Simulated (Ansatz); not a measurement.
Start from AlP in the zinc blende structure (space group F-43m, No. 216; a = 5.5073 Å).

Modification: In takes the place of Al on all its sites; the structure is relaxed again.

All numbers come from PBE (Ansatz, a program for electronic structure; PAW; 420 eV plane waves; scalar-relativistic without spin-orbit coupling), earlier PAW set.

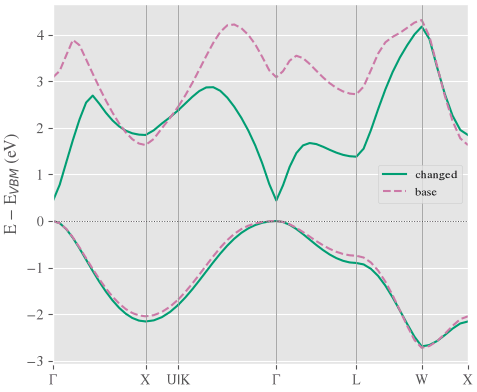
Fig. 1. Highest valence and lowest conduction band along the path, each from its own valence-band maximum

Q: From the figure, how large is the changed gap, and is it direct?

A: About 0.4 eV, direct at Γ.

Whether these cells are dynamically stable was not tested.
